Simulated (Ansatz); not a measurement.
# Al2B: the cost of one run

Method: def2-QZVPP, core rule «outside noble gas», up to 11 orbitals frozen; program: Ansatz 0.2.0, Gaussian basis.

Plan: UHF; ROHF; CCSD(T) on UHF.

3 further runs of the same task are left out: 1 that didn't finish, 2 set aside as unsound or not needed. Runs told in other sessions of the task aren't counted.

### 1 The geometry

The geometry is a PBE0/def2-TZVP stationary point (not a proven minimum) of the parent state, kept for this charge and spin.

3 atoms, charge 0, spin multiplicity 6.

Atoms are counted from 1 here; the program's logs count them from 0.

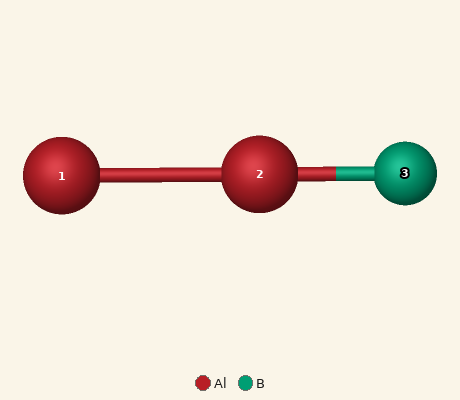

The geometry (aluminium red, boron teal); atoms are numbered from 1 in the order of the file.

### 2 UHF

Contents of in.yaml:

```yaml
crystal:
  periodic: [false, false, false]
  atoms:
    - {symbol: Al, position_ang: [0.000000, 0.000000, 2.486400]}
    - {symbol: Al, position_ang: [0.000000, 0.000000, -0.240000]}
    - {symbol: B, position_ang: [0.000000, 0.000000, -2.246400]}
basis:
  gaussian: {orbitals: "def2-QZVPP.json"}
magnetization: {spin_polarized: true, initial_magnetization: 5}
hamiltonian: {xc: hf}
output: {orbitals: {seedname: orbitals}}
```

On the command line:

```console
$ ansatz run in.yaml --threads 1 --pin off --events-out ev --progress --plain --max-ram 2393MiB
```

**Question.** How long does this run take on 1 thread of Arm Neoverse V1, shared host, and how much memory does it need?

About 31 s, with a peak of 0.53 GiB.
